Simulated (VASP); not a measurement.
Band structure of Al3Sc (L1_2). All values below come from AM05 GGA, VASP's PBE PAW potentials (set 64) (plane waves; VASP).

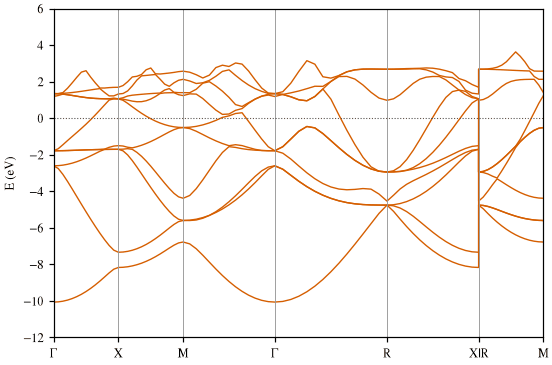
Figure: Bands along high-symmetry lines, zero at the valence-band maximum or, without a gap, the Fermi level

Task: Read the plot: is there a gap, and where are the band edges?

Result: It has no gap at this level: it comes out as a metal or semimetal. (Edges off the drawn lines would not show.)

The compound is Al3Sc in the L1_2 structure. It was relaxed first.
